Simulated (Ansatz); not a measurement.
# CH₈Si₃ (SMILES C1[SiH2][SiH2][SiH2]1): what the fields show

Input file:

```
crystal:
  periodic: [false, false, false]
  atoms:
    - {symbol: C, position_ang: [-1.069286, 0.513177, -0.629731]}
    - {symbol: Si, position_ang: [-0.841456, -0.035830, 1.172485]}
    - {symbol: Si, position_ang: [1.476927, -0.148167, 0.810110]}
    - {symbol: Si, position_ang: [0.503814, -0.290271, -1.323365]}
    - {symbol: H, position_ang: [-2.011512, 0.246850, -1.110435]}
    - {symbol: H, position_ang: [-0.953454, 1.601724, -0.678289]}
    - {symbol: H, position_ang: [-1.402686, -1.401822, 1.367405]}
    - {symbol: H, position_ang: [-1.429073, 0.866745, 2.201049]}
    - {symbol: H, position_ang: [2.308644, -1.244337, 1.370212]}
    - {symbol: H, position_ang: [2.148260, 1.162077, 1.038301]}
    - {symbol: H, position_ang: [0.239354, -1.712345, -1.679282]}
    - {symbol: H, position_ang: [1.107266, 0.387199, -2.504360]}
basis:
  gaussian: {orbitals: def2-TZVPP}
hamiltonian: {xc: pbe0, dispersion: d4}
output: {orbitals: {seedname: orbitals}}
```

Run with:

```sh
ansatz run in.yaml --threads 4 --pin off --events-out ev --progress --plain --max-ram 10444MiB
```

Geometry: PBE0-D4/def2-TZVP.

Level of theory: RKS PBE0-D4/def2-TZVPP in Ansatz 0.2.0.

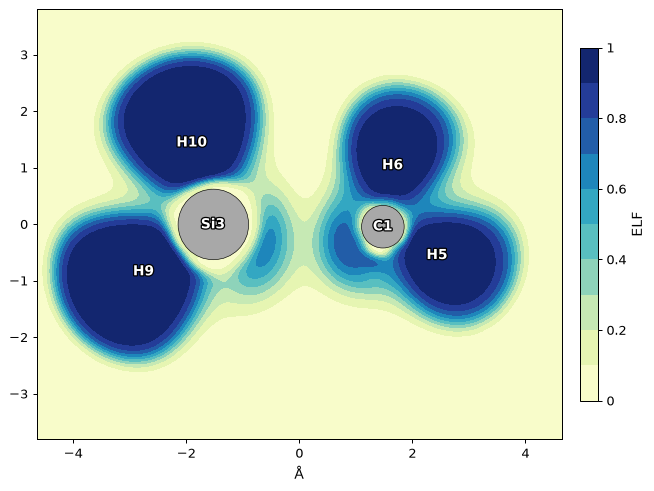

Figure 1. ELF on the plane of atoms H5, C1 and H6. Grey discs cover the atomic cores.

**Describe what can be read from this map.**

The section cuts through C, Si and H sites.
C–H (1.09 Å): the ELF climbs to about 1 towards the hydrogen, as it does in any bond to H (an ordinary covalent bond to hydrogen).
Si–H (1.49 Å): the ELF climbs to about 1 towards the hydrogen.

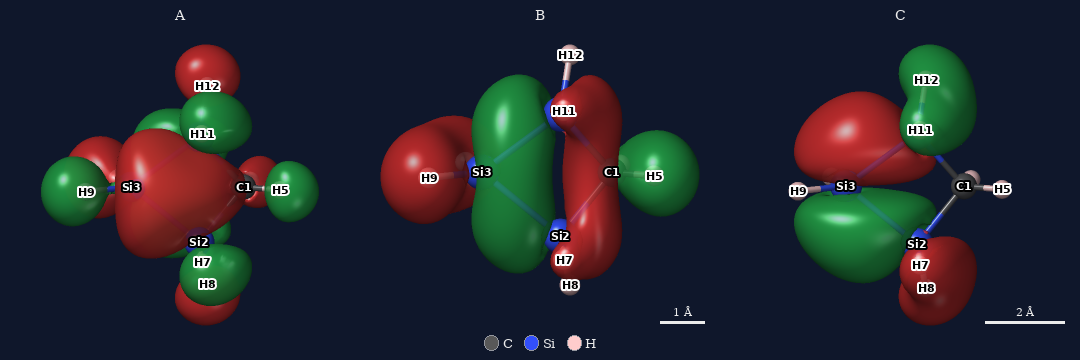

Figure 2. Three frontier orbitals at ±0.06 Å⁻³ᐟ² (green and red are the two phases), in no order.

**Which picture is the HOMO−1, the HOMO and the LUMO?**

B is the HOMO−1 (−8.25 eV). By Hirshfeld shares it lies mainly on Si3 (about 30 %), C1 (about 15 %), Si2 (about 15 %), Si4 (about 15 %), H9 (about 5 %) and H10 (about 5 %). C is the HOMO (−7.23 eV). It lies mainly on Si3 (about 40 %), Si2 (about 20 %) and Si4 (about 20 %). A is the LUMO (−0.49 eV). By Hirshfeld shares it lies mainly on Si3 (about 25 %), Si2 (about 20 %), Si4 (about 20 %) and H10 (about 5 %).

**What is the HOMO–LUMO gap?**

6.74 eV between the orbital energies.

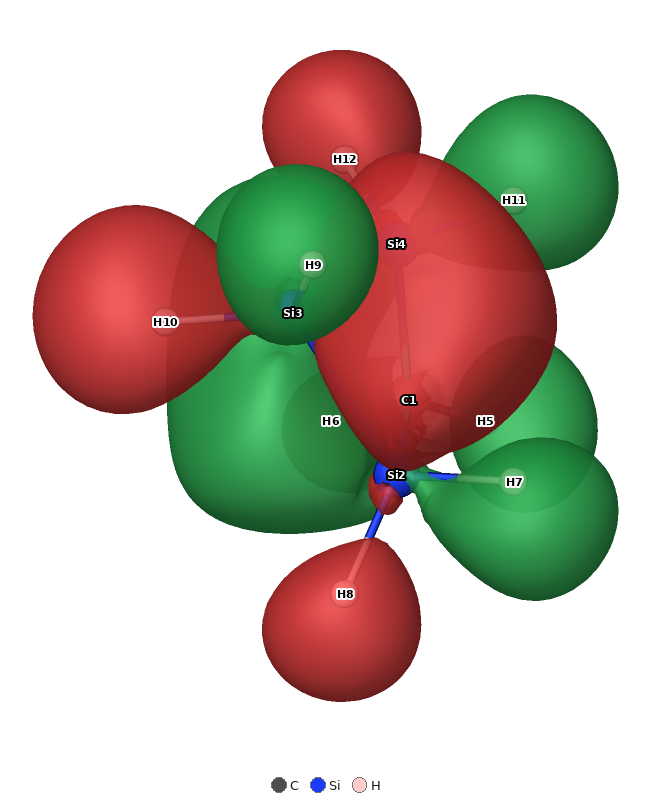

Figure 3. One frontier orbital at ±0.05 Å⁻³ᐟ² (green and red are the two phases), seen at an oblique angle.

**Which orbital is it: HOMO or LUMO?**

The LUMO, at −0.49 eV. By Hirshfeld shares it lies mainly on Si3 (about 25 %), Si2 (about 20 %), Si4 (about 20 %) and H10 (about 5 %).
